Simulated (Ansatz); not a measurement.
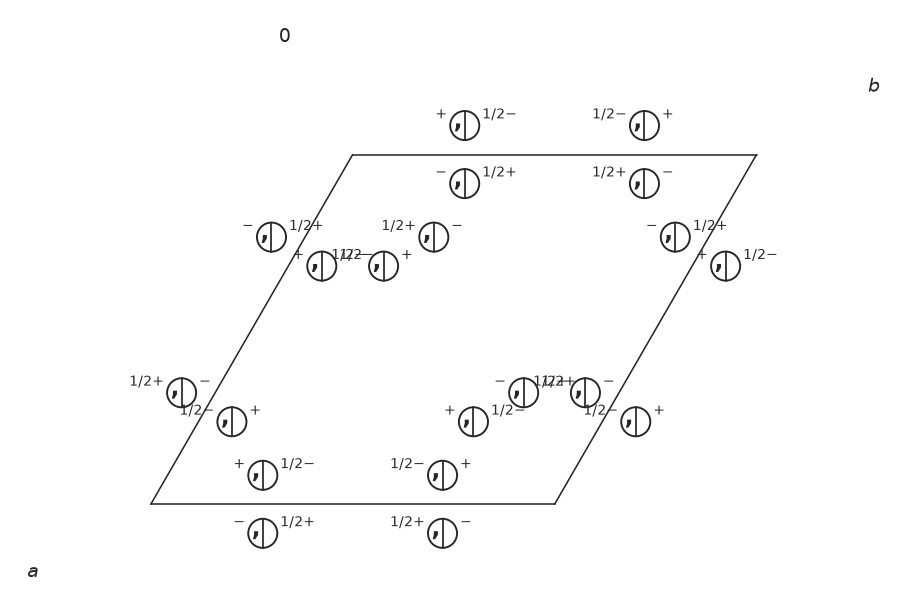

General positions of a space group, projected down c, computed from the operations of a computed or model structure of composition Zr.

A circle is a general position, a comma marks the mirror image, + and − with a fraction give the height (along the projection axis: ½+ is ½ plus the coordinate, − is its negative), and a split circle stands for two positions above each other.

### Give the Hermann–Mauguin symbol and number.

P6₃/mmc, No. 194; primitive hexagonal, point group 6/mmm, 24 general positions a cell.

### Write the general positions (in any order).

x, y, z
−x, −y, −z
x−y, x, z+1/2
−x+y, −x, −z+1/2
−y, x−y, z
y, −x+y, −z
−x, −y, z+1/2
x, y, −z+1/2
−x+y, −x, z
x−y, x, −z
y, −x+y, z+1/2
−y, x−y, −z+1/2
−y, −x, −z+1/2
y, x, z+1/2
−x, −x+y, −z
x, x−y, z
−x+y, y, −z+1/2
x−y, −y, z+1/2
y, x, −z
−y, −x, z
x, x−y, −z+1/2
−x, −x+y, z+1/2
x−y, −y, −z
−x+y, y, z
